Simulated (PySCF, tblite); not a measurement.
**C₆H₁₀ClNSi₂: geometry, infrared bands and NMR shifts**

Aim: predict the infrared bands and NMR shifts of C₆H₁₀ClNSi₂ (`ClC[SiH2][SiH2]c1ccccn1`).

Programs: tblite 0.8.0 and PySCF 2.14.0, with density-fitted response routines of our own. Each step states its level of theory. These are calculated values for one molecule in the gas phase, unless marked as measured. Atoms are numbered from 0 throughout.

### Step 1. The molecule as given

20 atoms, charge 0, multiplicity 1; geometry from: force field or distance geometry start.

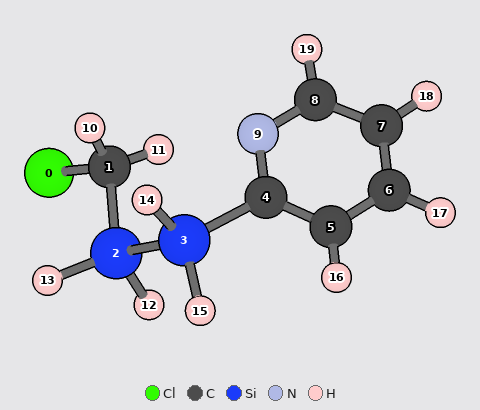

As it starts; chlorine green, carbon dark grey, silicon blue, nitrogen light blue, hydrogen pink, atoms numbered; sticks join atoms by distance.

### Step 2. Geometry optimisation with GFN2-xTB

What the job is given:

```
{"job": {"kind": "relax", "xc": "GFN2-xTB", "basis": "xTB"}, "charge": 0, "multiplicity": 1}
Cl     4.001200     2.102900     0.458800
C      2.587400     1.168200    -0.124900
Si     2.494400    -0.407500     0.843400
Si     0.816800    -1.688700    -0.103800
C     -0.717800    -0.652100    -0.192700
C     -1.916000    -1.010500     0.421100
C     -3.014900    -0.167500     0.290900
C     -2.898700     1.001600    -0.445700
C     -1.681300     1.278400    -1.038100
N     -0.598900     0.489100    -0.925400
H      2.735000     0.990300    -1.187000
H      1.705600     1.791600     0.016300
H      2.173000    -0.146400     2.288100
H      3.771200    -1.167800     0.789400
H      1.226800    -2.169400    -1.442700
H      0.559600    -2.896900     0.764400
H     -1.996400    -1.922400     1.005500
H     -3.958700    -0.434800     0.770700
H     -3.749000     1.670300    -0.563800
H     -1.544400     2.182300    -1.627400
```

On the command line:

```console
> OMP_NUM_THREADS=1 python probes_run.py task.json out
```

This one command runs all jobs of the session in turn.

Standard output:

```text
step      E/eV     max force
  0    -784.43270    1.813
  1    -784.53939    0.729
  2    -784.56573    0.352
  3    -784.57773    0.237
  4    -784.58528    0.203
  5    -784.59513    0.197
  6    -784.60212    0.253
  7    -784.60909    0.262
  8    -784.61501    0.172
  9    -784.62003    0.132
 10    -784.62358    0.140
 11    -784.62575    0.103
 12    -784.62689    0.087
 13    -784.62760    0.074
 14    -784.62826    0.061
 15    -784.62889    0.060
 16    -784.62933    0.042
 17    -784.62960    0.037
 18    -784.62986    0.039
 19    -784.63024    0.059
 20    -784.63075    0.065
 21    -784.63126    0.058
 22    -784.63169    0.043
 23    -784.63207    0.051
 24    -784.63242    0.048
 25    -784.63273    0.045
 26    -784.63297    0.034
 27    -784.63317    0.035
 28    -784.63337    0.041
 29    -784.63359    0.042
 30    -784.63382    0.034
 31    -784.63406    0.040
 32    -784.63434    0.044
 33    -784.63464    0.038
 34    -784.63489    0.032
 35    -784.63507    0.028
 36    -784.63523    0.026
 37    -784.63540    0.031
 38    -784.63554    0.029
 39    -784.63564    0.019
 40    -784.63570    0.018
 41    -784.63576    0.022
 42    -784.63584    0.028
 43    -784.63593    0.024
 44    -784.63602    0.023
 45    -784.63612    0.021
 46    -784.63623    0.024
 47    -784.63636    0.030
 48    -784.63653    0.036
 49    -784.63673    0.039
 50    -784.63699    0.035
 51    -784.63729    0.038
 52    -784.63760    0.035
 53    -784.63787    0.030
 54    -784.63809    0.034
 55    -784.63831    0.033
 56    -784.63854    0.033
 57    -784.63876    0.031
 58    -784.63894    0.031
 59    -784.63906    0.023
 60    -784.63914    0.019
 61    -784.63919    0.019
 62    -784.63926    0.020
 63    -784.63935    0.020
 64    -784.63949    0.024
 65    -784.63965    0.024
 66    -784.63977    0.021
 67    -784.63986    0.018
 68    -784.63993    0.017
 69    -784.64001    0.019
 70    -784.64009    0.019
 71    -784.64015    0.016
 72    -784.64020    0.016
 73    -784.64027    0.017
 74    -784.64036    0.018
 75    -784.64046    0.026
 76    -784.64055    0.026
 77    -784.64061    0.018
 78    -784.64065    0.013
 79    -784.64068    0.012
 80    -784.64070    0.010
 81    -784.64073    0.012
 82    -784.64075    0.012
 83    -784.64078    0.015
 84    -784.64082    0.015
 85    -784.64085    0.012
 86    -784.64088    0.015
 87    -784.64091    0.013
 88    -784.64094    0.011
 89    -784.64096    0.013
 90    -784.64100    0.015
 91    -784.64104    0.016
 92    -784.64108    0.015
 93    -784.64111    0.016
 94    -784.64114    0.014
 95    -784.64119    0.021
 96    -784.64127    0.029
 97    -784.64138    0.030
 98    -784.64150    0.020
 99    -784.64159    0.017
100    -784.64165    0.018
101    -784.64171    0.017
102    -784.64179    0.018
103    -784.64185    0.019
104    -784.64190    0.016
105    -784.64194    0.016
106    -784.64200    0.018
107    -784.64207    0.024
108    -784.64214    0.019
109    -784.64220    0.015
110    -784.64225    0.014
111    -784.64229    0.015
112    -784.64233    0.016
113    -784.64237    0.014
114    -784.64241    0.013
115    -784.64246    0.015
116    -784.64252    0.016
117    -784.64258    0.017
118    -784.64262    0.017
119    -784.64267    0.016
120    -784.64272    0.018
121    -784.64278    0.019
122    -784.64285    0.017
123    -784.64291    0.022
124    -784.64296    0.021
125    -784.64301    0.018
126    -784.64308    0.022
127    -784.64318    0.036
128    -784.64334    0.044
129    -784.64354    0.039
130    -784.64375    0.029
131    -784.64390    0.030
132    -784.64399    0.036
133    -784.64413    0.029
134    -784.64429    0.022
135    -784.64440    0.036
136    -784.64448    0.028
137    -784.64455    0.014
138    -784.64460    0.010
139    -784.64463    0.014
140    -784.64469    0.016
141    -784.64474    0.016
142    -784.64480    0.022
143    -784.64489    0.022
144    -784.64500    0.019
145    -784.64516    0.019
146    -784.64524    0.017
147    -784.64530    0.019
148    -784.64535    0.019
149    -784.64541    0.017
150    -784.64557    0.027
151    -784.64570    0.029
152    -784.64592    0.028
153    -784.64612    0.027
154    -784.64628    0.027
155    -784.64648    0.027
156    -784.64660    0.067
157    -784.64686    0.050
158    -784.64712    0.038
159    -784.64781    0.050
160    -784.64816    0.038
161    -784.64865    0.049
162    -784.64904    0.046
163    -784.64917    0.040
164    -784.64931    0.039
165    -784.64949    0.029
166    -784.64962    0.027
167    -784.64973    0.024
168    -784.64982    0.022
169    -784.64994    0.020
170    -784.65003    0.018
171    -784.65011    0.024
172    -784.65016    0.017
173    -784.65021    0.017
174    -784.65027    0.014
175    -784.65032    0.014
176    -784.65036    0.013
177    -784.65040    0.013
178    -784.65044    0.014
179    -784.65050    0.017
180    -784.65057    0.020
181    -784.65065    0.020
182    -784.65073    0.019
183    -784.65081    0.022
184    -784.65089    0.021
185    -784.65097    0.030
186    -784.65106    0.026
187    -784.65118    0.024
188    -784.65131    0.025
189    -784.65146    0.047
190    -784.65170    0.056
191    -784.65192    0.092
192    -784.65223    0.051
193    -784.65261    0.069
194    -784.65303    0.047
195    -784.65324    0.055
196    -784.65359    0.036
197    -784.65386    0.039
198    -784.65416    0.034
199    -784.65444    0.034
200    -784.65463    0.088
201    -784.65486    0.042
202    -784.65527    0.036
203    -784.65544    0.044
204    -784.65563    0.043
205    -784.65581    0.031
206    -784.65600    0.037
207    -784.65620    0.030
208    -784.65639    0.031
209    -784.65652    0.028
210    -784.65660    0.030
211    -784.65672    0.025
212    -784.65686    0.024
213    -784.65702    0.024
214    -784.65710    0.024
215    -784.65716    0.015
216    -784.65720    0.014
217    -784.65724    0.014
218    -784.65726    0.014
219    -784.65729    0.011
220    -784.65730    0.008
```

It took 4.1 s on 1 thread of Arm Neoverse N1, shared host.

Relaxation path: (not every step is listed)

```
step  energy from step 0 (eV)  largest force (eV/Å)
   0                   0.0000                1.8126
   1                  -0.1067                0.7293
   2                  -0.1330                0.3525
   3                  -0.1450                0.2373
   4                  -0.1526                0.2034
   5                  -0.1624                0.1974
   6                  -0.1694                0.2527
   7                  -0.1764                0.2622
   8                  -0.1823                0.1724
  28                  -0.2007                0.0412
  48                  -0.2038                0.0356
  68                  -0.2072                0.0174
  88                  -0.2082                0.0110
 108                  -0.2094                0.0186
 128                  -0.2106                0.0442
 148                  -0.2127                0.0193
 168                  -0.2171                0.0222
 188                  -0.2186                0.0252
 208                  -0.2237                0.0311
 215                  -0.2245                0.0146
 216                  -0.2245                0.0138
 217                  -0.2245                0.0138
 218                  -0.2246                0.0137
 219                  -0.2246                0.0114
 220                  -0.2246                0.0076
```

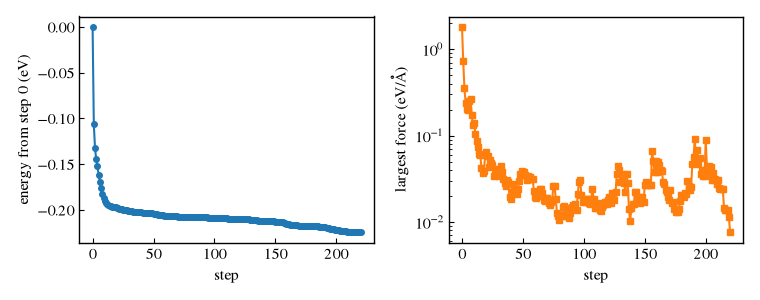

Energy and force, step by step.

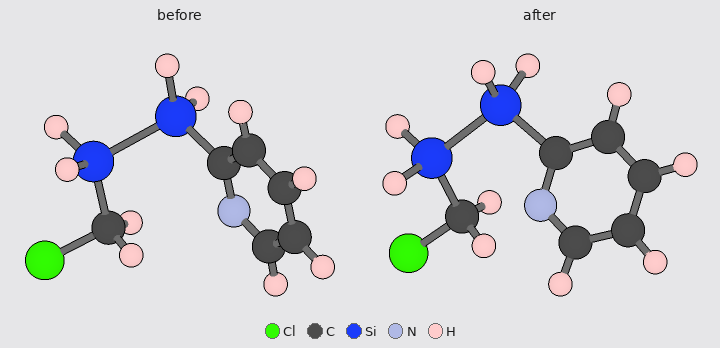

The geometry before (left) and after (right).

Close pairs (by a distance rule), those that changed most:

```csv
bond,before (Å),after (Å),change (Å)
C1–Si2,1.852,1.915,+0.063
Si3–C4,1.854,1.896,+0.042
Si3–H15,1.510,1.471,-0.039
Si2–H12,1.503,1.466,-0.036
C4–N9,1.361,1.332,-0.029
C8–N9,1.344,1.320,-0.024
Si2–H13,1.487,1.471,-0.016
C6–H17,1.092,1.081,-0.011
```

The end geometry stands in the next job.

### Step 3. Infrared spectrum with GFN2-xTB

What the job is given:

```
{"job": {"kind": "ir", "xc": "GFN2-xTB", "basis": "xTB"}, "charge": 0, "multiplicity": 1}
Cl     3.985298     2.068123    -0.514948
C      2.513843     1.062388    -0.600705
Si     2.571372    -0.290255     0.753688
Si     0.770153    -1.726136     0.540366
C     -0.762123    -0.678667     0.153023
C     -1.987259    -1.181356    -0.271181
C     -3.034466    -0.307799    -0.509191
C     -2.826473     1.048518    -0.313528
C     -1.572276     1.460605     0.110958
N     -0.573444     0.627420     0.335270
H      2.480951     0.652740    -1.607968
H      1.667712     1.731735    -0.473081
H      2.661591     0.411488     2.038180
H      3.852234    -0.989083     0.565298
H      0.852420    -2.750476    -0.514472
H      0.467061    -2.483549     1.763906
H     -2.106724    -2.245247    -0.409910
H     -3.995539    -0.674461    -0.841789
H     -3.614037     1.765889    -0.485487
H     -1.355441     2.508799     0.278536
```

Standard output:

```text
mode    cm-1     km/mol
  1     -10.7      0.26
  2      17.3      0.24
  3      38.9      1.13
  4      60.7      2.46
  5      94.4      4.00
  6     131.8      1.12
  7     164.3      0.48
  8     229.1      8.44
  9     333.8     13.27
 10     356.9     27.43
 11     372.3     20.87
 12     401.7     16.07
 13     430.6      4.86
 14     472.6      8.85
 15     552.0      3.55
 16     575.1     27.44
 17     597.2      1.98
 18     648.2    761.08
 19     658.4     43.21
 20     697.3    123.39
 21     707.1     14.43
 22     713.2     70.36
 23     741.7     46.58
 24     748.3      6.30
 25     750.4     46.52
 26     792.6    155.96
 27     823.0    186.69
 28     895.1      0.03
 29     917.9      0.60
 30     936.4      0.06
 31    1001.4     11.48
 32    1093.3      1.07
 33    1093.9      6.23
 34    1117.9      3.81
 35    1163.8      4.34
 36    1171.7      9.15
 37    1189.5      0.71
 38    1242.4      1.78
 39    1276.3      2.49
 40    1398.1      2.76
 41    1430.8      5.47
 42    1433.4      7.60
 43    1554.5      9.06
 44    1573.7     23.62
 45    2165.1    232.26
 46    2189.2    341.54
 47    2192.4    231.95
 48    2228.7    245.85
 49    2989.4      8.42
 50    3011.4      3.47
 51    3042.7     34.95
 52    3064.2     30.14
 53    3084.4     44.51
 54    3092.1     50.74
```

It took 2.1 s on 1 thread of Arm Neoverse N1, shared host.

The strongest bands and the atoms that carry them (share of the mass-weighted mode):

```csv
cm⁻¹,km/mol,atoms
648,761.1,"H14 30 %, H15 25 %, H13 15 %"
697,123.4,"H13 24 %, H12 22 %"
793,156.0,"H13 38 %, H12 37 %"
823,186.7,"H14 39 %, H15 39 %"
2165,232.3,"H14 78 %, H15 14 %"
2189,341.5,H13 88 %
2192,231.9,"H15 81 %, H14 11 %"
2229,245.8,H12 93 %
```

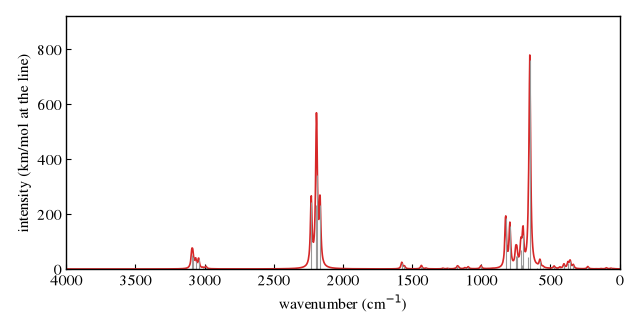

The infrared spectrum from these modes, unscaled. Lines are broadened to a width of 14 cm⁻¹ (Lorentzian).

### Step 4. Nuclear shieldings: PBE0/pcSseg-1

The job, as its differences from that of step 3:

```diff
@@ -1,2 +1,2 @@
-{"job": {"kind": "ir", "xc": "GFN2-xTB", "basis": "xTB"}, "charge": 0, "multiplicity": 1}
+{"job": {"kind": "nmr", "xc": "PBE0", "basis": "pcSseg-1"}, "charge": 0, "multiplicity": 1}
 Cl     3.985298     2.068123    -0.514948
```

Level: GIAO PBE0/pcSseg-1 NMR shielding, non-relativistic, gas phase.

Standard output:

```text
coarse grid: 18656 points
cycle   1  E = -1327.6814637907  dE =  1.295e+00  |g| = 3.453e-01  |ddm| = 4.266e+00
cycle   2  E = -1327.6852290798  dE = -3.765e-03  |g| = 3.521e-01  |ddm| = 8.719e-01
cycle   3  E = -1327.7142684854  dE = -2.904e-02  |g| = 8.151e-02  |ddm| = 4.493e-01
cycle   4  E = -1327.7152334140  dE = -9.649e-04  |g| = 4.303e-02  |ddm| = 9.146e-02
cycle   5  E = -1327.7156525279  dE = -4.191e-04  |g| = 1.097e-02  |ddm| = 5.645e-02
cycle   6  E = -1327.7156824022  dE = -2.987e-05  |g| = 4.001e-03  |ddm| = 1.521e-02
cycle   7  E = -1327.7156864440  dE = -4.042e-06  |g| = 7.538e-04  |ddm| = 4.147e-03
final grid: 167560 points
cycle   8  E = -1327.7709101616  dE = -3.867e-05  |g| = 8.069e-03  |ddm| = 3.590e-02
cycle   9  E = -1327.7709022107  dE =  7.951e-06  |g| = 9.663e-03  |ddm| = 1.798e-02
cycle  10  E = -1327.7709254527  dE = -2.324e-05  |g| = 1.855e-03  |ddm| = 1.095e-02
cycle  11  E = -1327.7709262180  dE = -7.653e-07  |g| = 5.610e-04  |ddm| = 2.373e-03
cycle  12  E = -1327.7709262926  dE = -7.462e-08  |g| = 1.258e-04  |ddm| = 6.156e-04
cycle  13  E = -1327.7709262964  dE = -3.812e-09  |g| = 3.698e-05  |ddm| = 1.468e-04
cycle  14  E = -1327.7709262968  dE = -3.529e-10  |g| = 7.108e-06  |ddm| = 4.484e-05
converged SCF energy = -1327.7709262968

GIAO shielding tensors (ppm)
atom      isotropic    diamagn.    paramagn.     s11        s22        s33       span
  0 Cl     897.930    1143.170    -245.239    795.602    799.775   1098.415    302.813
  1 C      155.471     251.002     -95.531    130.345    141.555    194.512     64.167
  2 Si     415.818     879.174    -463.356    380.961    394.690    471.804     90.842
  3 Si     421.681     882.443    -460.762    354.205    431.774    479.065    124.860
  4 C       18.095     256.845    -238.750    -82.545    -14.241    151.071    233.616
  5 C       50.096     257.152    -207.056    -71.359     47.959    173.687    245.046
  6 C       46.609     252.578    -205.969    -69.576     27.011    182.391    251.967
  7 C       58.462     259.138    -200.676    -56.124     51.756    179.754    235.877
  8 C       31.957     250.979    -219.023    -81.248     29.148    147.970    229.217
  9 N     -108.475     333.089    -441.564   -419.056   -194.224    287.856    706.912
 10 H       28.836      30.755      -1.920     22.464     29.533     34.511     12.047
 11 H       27.688      31.987      -4.300     19.078     27.522     36.463     17.384
 12 H       27.332      28.631      -1.299     24.279     25.988     31.728      7.449
 13 H       27.676      28.345      -0.669     23.868     26.674     32.486      8.618
 14 H       26.980      30.078      -3.098     22.800     26.280     31.861      9.060
 15 H       26.947      29.285      -2.338     23.295     25.726     31.820      8.525
 16 H       23.864      32.154      -8.291     20.351     21.973     29.267      8.917
 17 H       23.819      29.079      -5.260     20.476     24.083     26.897      6.421
 18 H       24.300      29.866      -5.567     21.493     24.070     27.337      5.843
 19 H       22.767      31.574      -8.807     18.483     22.128     27.691      9.207
```

It took 2 min on 1 thread of Arm Neoverse N1, shared host; peak memory 1.2 GiB.

Shifts follow as δ = σ(reference) − σ, with reference shieldings (ppm) from runs at the same level and on the same kind of geometry: ¹H TMS 31.72, ¹³C TMS 186.9, ²⁹Si TMS 349.2, ¹⁵N NH3 267.7, ³⁵Cl HCl 950. The references are single molecules in the gas phase, so shifts against H2O, NH3, PH3, H3PO4 or CFCl3 are not on the usual liquid scales and can be off by tens of ppm. Atoms listed in one row are averaged.

```csv
atoms,environment,σ (ppm),δ (ppm),δ scaled to CDCl3
C4,substituted aromatic carbon next to a ring nitrogen,18.1,168.8,162.9
C8,aromatic CH next to a ring nitrogen,32.0,155.0,149.3
C6,aromatic CH,46.6,140.3,135.0
C5,aromatic CH,50.1,136.8,131.6
C7,aromatic CH,58.5,128.5,123.5
C1,sp3 CH2 bonded to Cl and Si,155.5,31.5,28.8
H19,hydrogen on an aromatic CH next to a ring nitrogen,22.77,8.95,8.54
H17,hydrogen on an aromatic CH,23.82,7.90,7.55
H16,hydrogen on an aromatic CH,23.86,7.85,7.51
H18,hydrogen on an aromatic CH,24.30,7.42,7.10
"H14, H15","hydrogen on a silicon bonded to C, Si",26.96,4.75,–
"H12, H13","hydrogen on a silicon bonded to C, Si",27.50,4.21,–
"H10, H11",hydrogen on an sp3 CH2 bonded to Cl and Si,28.26,3.46,3.36
Cl0,chlorine bonded to C,898,52,–
Si2,"silicon bonded to C, Si, 2 H",415.8,-66.7,–
Si3,"silicon bonded to C, Si, 2 H",421.7,-72.5,–
N9,pyridine-type ring nitrogen,-108.5,376.2,–
```

The scaled column applies a straight-line fit of computed shieldings to shifts measured in CDCl3, with any fitted terms for Cl, Br or S neighbours (root-mean-square error 0.16 ppm for H, 1.9 ppm for C).

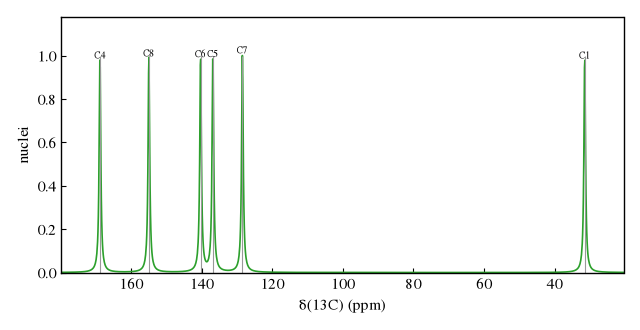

¹³C lines at the computed shifts, without couplings. Lines are broadened to a width of 0.55 ppm (Lorentzian).

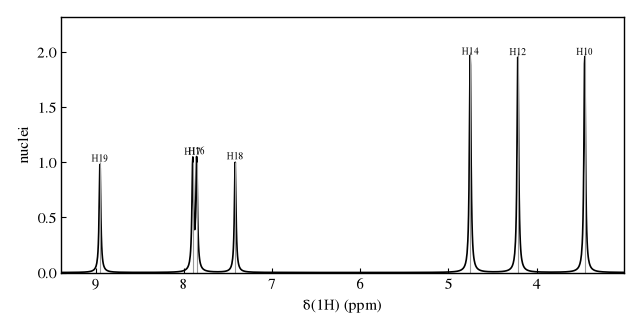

¹H lines at the computed shifts, without couplings. Lines are broadened to a width of 0.02 ppm (Lorentzian).

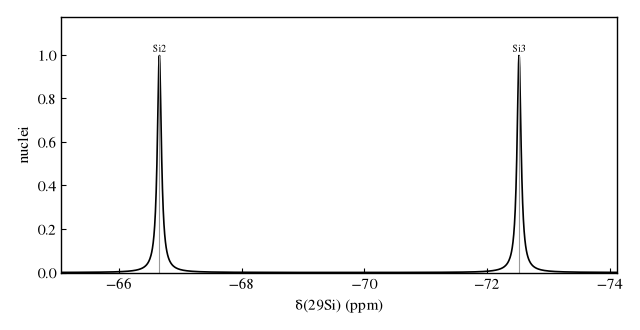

²⁹Si lines at the computed shifts, without couplings. Lines are broadened to a width of 0.08 ppm (Lorentzian).

The run also stored atomic charges by several schemes (e):

```csv
atoms,Mulliken,IAO,Hirshfeld,ESP fit
Cl0,-0.17,-0.11,-0.08,-0.14
C1,-0.50,-0.51,-0.13,-0.47
Si2,0.38,0.48,0.24,0.38
Si3,0.38,0.44,0.24,0.11
C4,-0.09,-0.12,-0.03,0.42
C5,-0.13,-0.17,-0.05,-0.46
C6,0.00,-0.12,-0.03,0.13
C7,-0.18,-0.18,-0.05,-0.38
C8,0.17,-0.01,0.02,0.27
N9,-0.47,-0.29,-0.13,-0.52
```

Hirshfeld charges:

Cl0 -0.08; C1 -0.13; Si2 0.24; Si3 0.24; C4 -0.03; C5 -0.05; C6 -0.03; C7 -0.05; C8 0.02; N9 -0.13; H10 0.04; H11 0.04; H12 -0.07; H13 -0.08; H14 -0.08; H15 -0.08; H16 0.06; H17 0.06; H18 0.06; H19 0.05

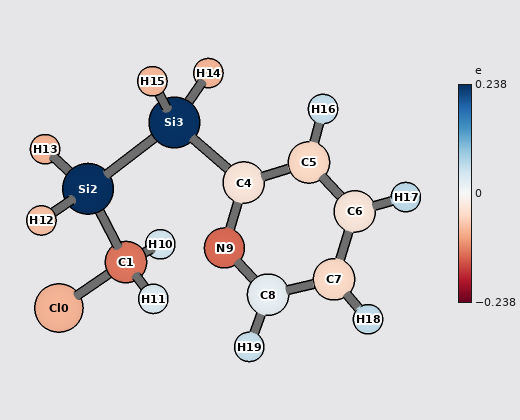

Hirshfeld charges, as colours on the atoms.

Mayer bond orders: Cl0–C1 0.95, C1–Si2 0.85, Si2–Si3 0.91, Si3–C4 0.85, C4–C5 1.36, C5–C6 1.44, C6–C7 1.42, C7–C8 1.40, C8–N9 1.48, N9–C4 1.41.

Ring of atoms C4, C5, C6, C7, C8, N9: NICS(0) -6.7, NICS(1) -11.1, NICS(1)zz -27.9 ppm (means of both faces).

The fields below are evaluated on a grid from the run's orbitals.

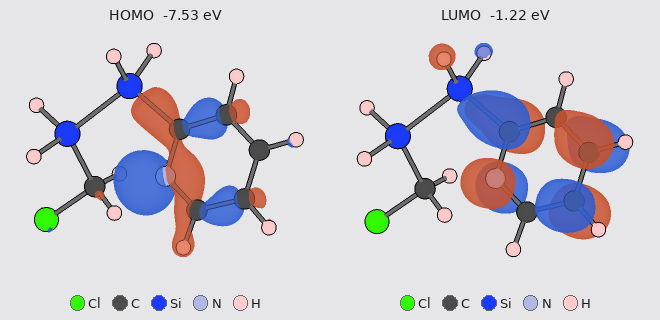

PBE0/pcSseg-1 orbitals near the gap, drawn at the value that encloses 70 % of each; the two colours are the two signs.

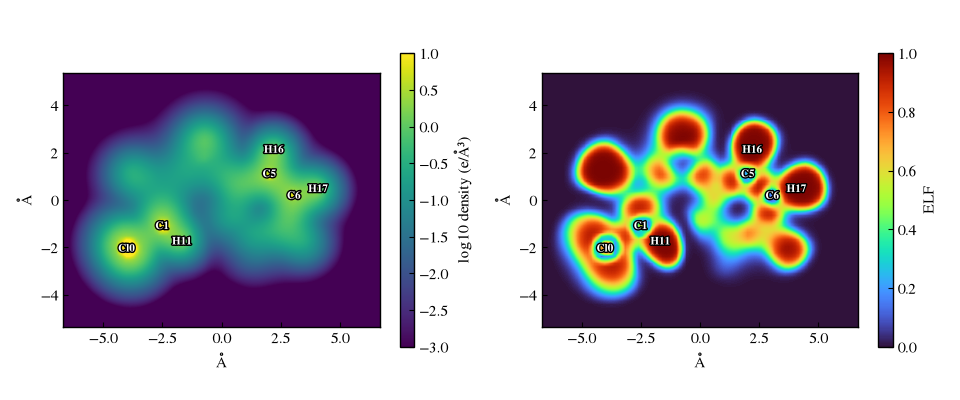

Density (left) and ELF (right) in a plane through or near 7 of the atoms.

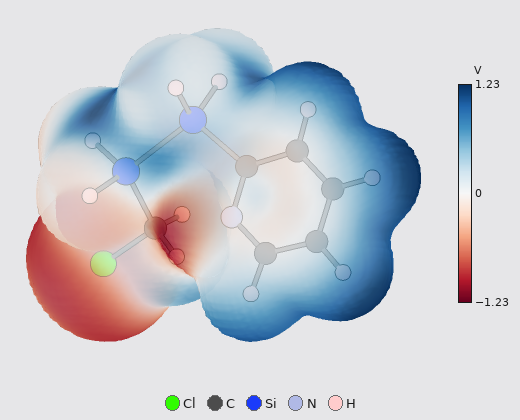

Electrostatic potential on the surface of density 0.002 e/bohr³; red is low, blue high. It runs from -0.95 V near N9 to 1.23 V near H17.

### Step 5. Outcome

| quantity | value |
| --- | --- |
| strongest single infrared mode (GFN2-xTB) | 648 cm⁻¹, 761 km/mol |
| zero-point energy (GFN2-xTB) | 85.3 kcal/mol |
| ¹³C shifts against TMS (PBE0/pcSseg-1) | 168.8, 155.0, 140.3, 136.8, 128.5, 31.5 ppm |
| ¹H shifts against TMS (PBE0/pcSseg-1, means over atoms taken as alike) | 8.95, 7.90, 7.85, 7.42, 4.75, 4.21, 3.46 ppm |
| ³⁵Cl shifts against HCl (PBE0/pcSseg-1) | 52 ppm |
| ²⁹Si shifts against TMS (PBE0/pcSseg-1) | -66.7, -72.5 ppm |
| ¹⁵N shifts against NH3 (PBE0/pcSseg-1) | 376.2 ppm |
| surface potential, least and greatest | -0.95 V and 1.23 V |

Over 220 steps the energy fell by 0.225 eV; of the close pairs, C1–Si2 changed most, 1.852 to 1.915 Å. The lowest mode is slightly imaginary (11i cm⁻¹), a soft motion within the noise of the Hessian, so the minimum is not strictly shown. The strongest single mode, at 648 cm⁻¹, is spread over many atoms; the largest shares are those of H14, H15. Unscaled tight-binding wavenumbers are off by several per cent, some by more. Its intensities can rank the bands wrongly. At PBE0/pcSseg-1: The largest span, 707 ppm, is at N9, where the paramagnetic term is -442 ppm. NICS(1)zz of -28 ppm above the planar ring from C4 marks a diatropic (aromatic) ring current. By nearest atom (PBE0/pcSseg-1), the HOMO sits on N9 54 %; C4 10 % and the LUMO on C4 24 %; N9 18 %.
